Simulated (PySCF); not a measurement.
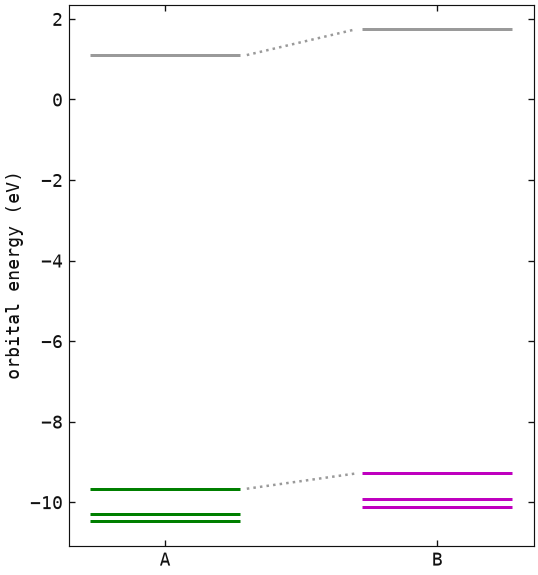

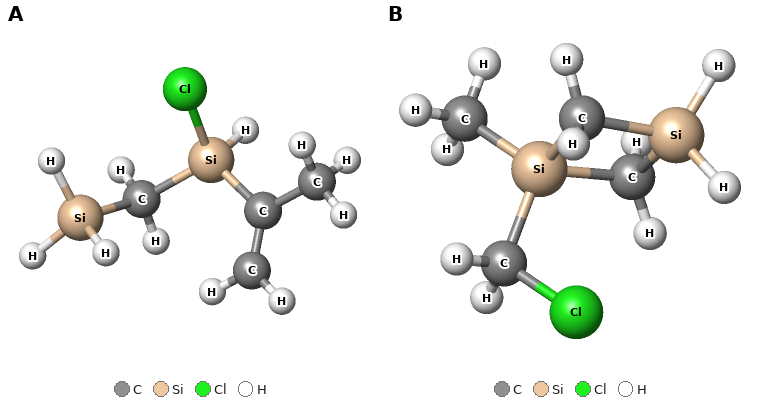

Related molecules: A is C₄H₁₁ClSi₂, SMILES C=C(C)[Si@H](Cl)C[SiH3]; B is C₄H₁₁ClSi₂, SMILES C[Si]1(CCl)C[SiH2]C1. Frontier orbital energies, ωB97X-D/def2-SVPD in PySCF, at a PBE0-D3(BJ)/def2-SVP geometry (no frequency check); drawn are at most three filled levels and, in grey, the LUMO with any level within 0.03 eV of it; dotted lines join the HOMOs and the LUMOs.

### What does the change do to the frontier levels?

From A to B the HOMO rises by 0.38 eV and the LUMO rises by 0.64 eV, so the separation goes from 10.77 to 11.03 eV.

### Does the ΔSCF ionisation energy follow the HOMO?

A: −ε(HOMO) 9.67, ΔSCF 9.77 eV; B: −ε(HOMO) 9.29, ΔSCF 9.33 eV.

Caveats, for all or some of the runs: empty levels above zero depend strongly on the basis; one conformer of a flexible molecule.
